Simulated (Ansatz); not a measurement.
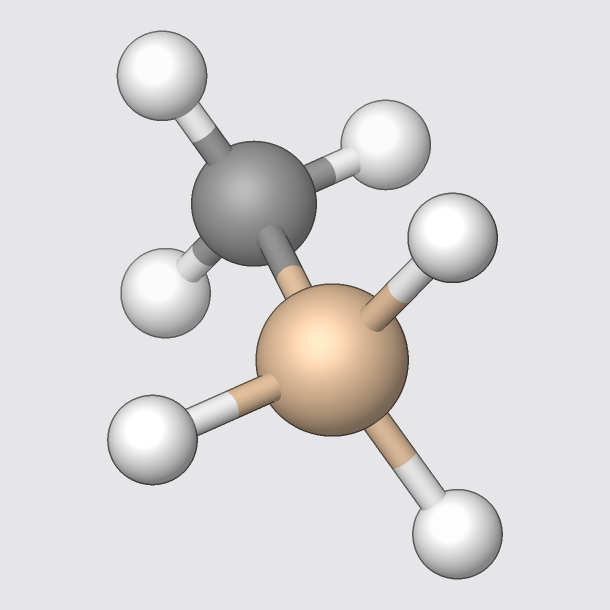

The picture shows a molecular structure as a ball-and-stick model. Every bond is drawn as one stick, whatever its order. Colours: silicon light orange, carbon grey, hydrogen white.

Computed geometry: PBE0-D4/def2-TZVP optimisation.

What does the picture show?

It has 8 atoms: 1 carbon, 6 hydrogen and 1 silicon (CH6Si). The point group is C3v. Coordination: 1 Si tetrahedral; 1 C tetrahedral.

The parts below concern this one geometry. Atoms keep their numbers from picture to picture.

Shape

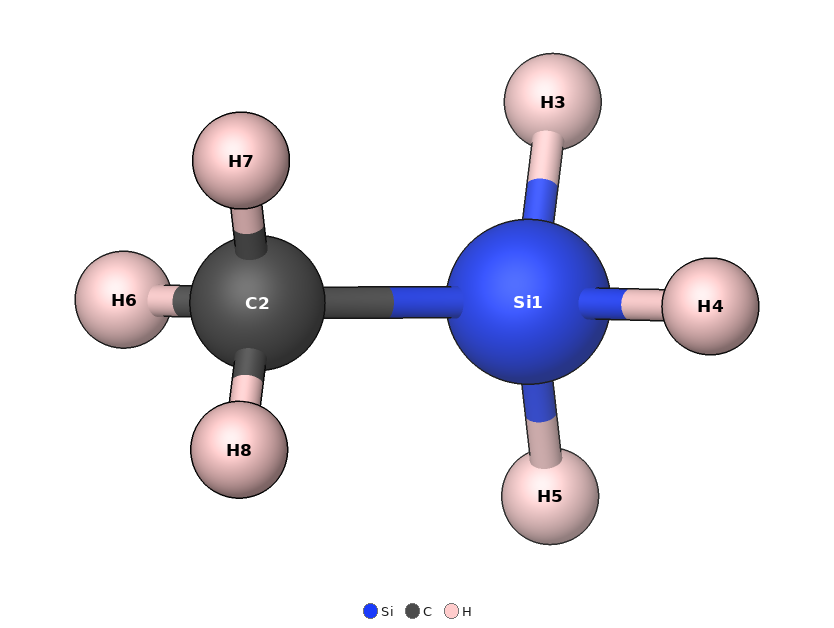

Which atoms are bonded, and how long are the bonds?

| bond | length (Å) |
| --- | --- |
| Si1–C2 | 1.871 |
| Si1–H3 | 1.488 |
| Si1–H4 | 1.488 |
| Si1–H5 | 1.488 |
| C2–H6 | 1.092 |
| C2–H7 | 1.092 |
| C2–H8 | 1.092 |

Electronic properties

Level of theory: RKS r2SCAN-D4/def2-TZVPP (Ansatz 0.2.0).

Give the dispersion correction at this level.

−2.3 kJ/mol.

Vibrations

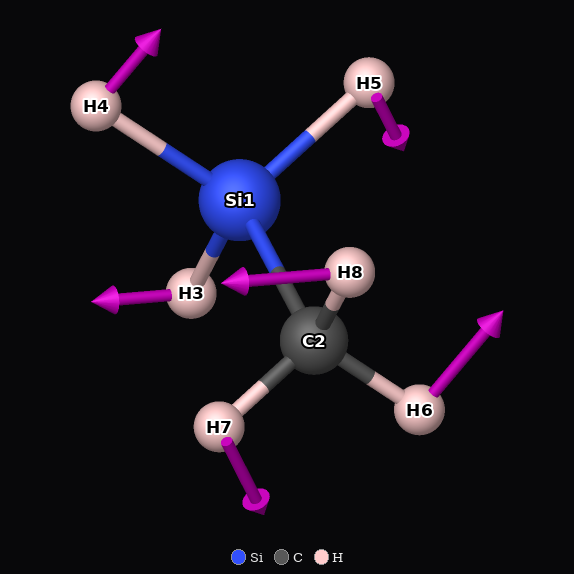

The arrows show one normal mode. Harmonic vibrations computed with RKS PBE0-D4/def2-TZVP (Ansatz 0.2.0) at a stationary point of the same level.

Describe the motion.

A torsion or out-of-plane motion in which bond lengths and bond angles hardly change.

Estimate its harmonic wavenumber.

199 cm⁻¹; it is mode 1 of 18 counted from the lowest.

Charges

The questions are on Mulliken charges. Level of theory: RKS PBE0-D4/def2-TZVP (Ansatz 0.2.0).

Which atom carries the highest charge (most positive or least negative)?

Si1 (0.16 e).

And the lowest?

C2 (−0.50 e).

List the Mulliken charges.

```json
{"atom": "Si1", "value (e)": "0.16"}
{"atom": "C2", "value (e)": "−0.50"}
{"atom": "H3", "value (e)": "−0.03"}
{"atom": "H4", "value (e)": "−0.03"}
{"atom": "H5", "value (e)": "−0.03"}
{"atom": "H6", "value (e)": "0.14"}
{"atom": "H7", "value (e)": "0.14"}
{"atom": "H8", "value (e)": "0.14"}
```

Mulliken values depend strongly on the basis set and can even reverse the polarity of a bond.
